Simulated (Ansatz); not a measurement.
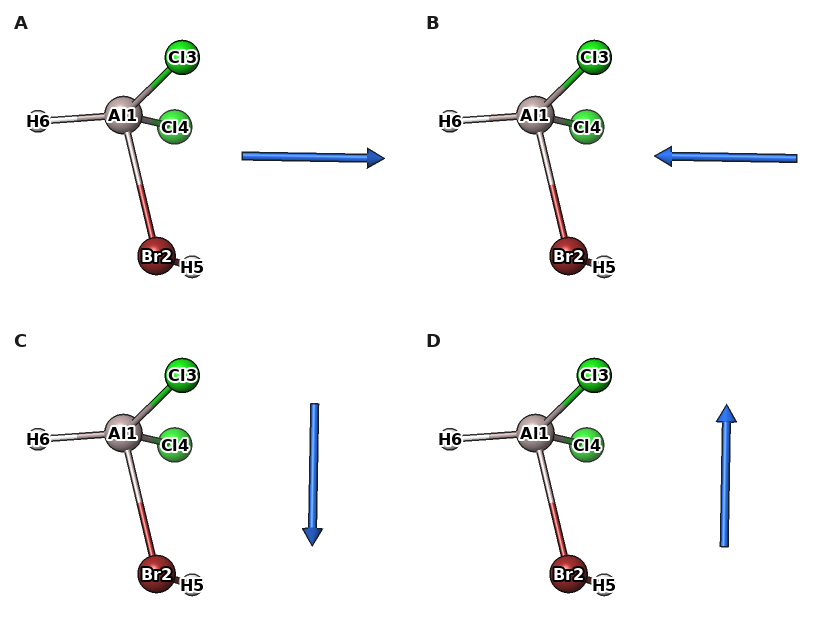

The same molecule four times, each with an arrow. The computed structure is the end point of a PBE0-D4/def2-TZVP optimisation. Method: RKS PBE0-D4/def2-TZVP (Ansatz 0.2.0).

> Which arrow points along the dipole moment, from the negative to the positive end?

C. The dipole moment is 3.27 D; it points from the side of Cl3 to the side of Br2, H5 (the outermost atoms at the two ends).
